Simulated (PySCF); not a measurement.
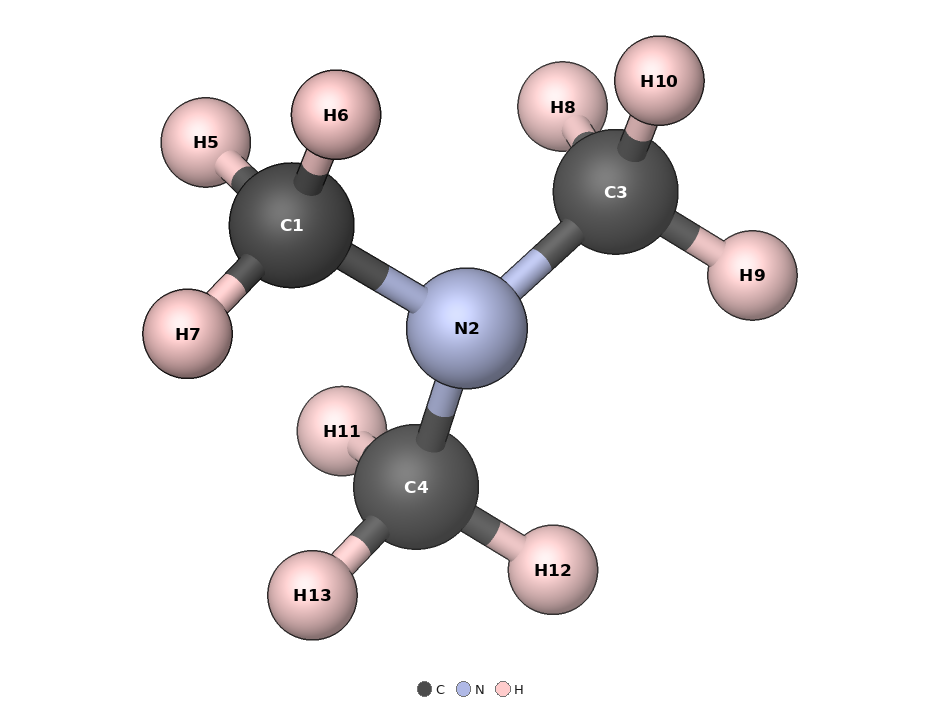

The geometry was computed by an optimisation with PBE0-D3(BJ)/def2-SVP. No frequency run is at hand to confirm it as a minimum. Electric field gradients from the ground-state density, B3LYP/pcJ-1 (PySCF 2.14.0), non-relativistic apart from any core potentials.

Give the largest field-gradient component, the quadrupole coupling constant and the asymmetry for 14N at N2 (Q = 20.44 mb), 2H at H5 (Q = 2.86 mb), 2H at H6 (Q = 2.86 mb).

| atom | V_zz (a.u.) | e²qQ/h (MHz) | η |
| --- | --- | --- | --- |
| N2 | −1.326 | −6.37 | 0.00 |
| H5 | 0.254 | 0.171 | 0.07 |
| H6 | 0.277 | 0.186 | 0.07 |
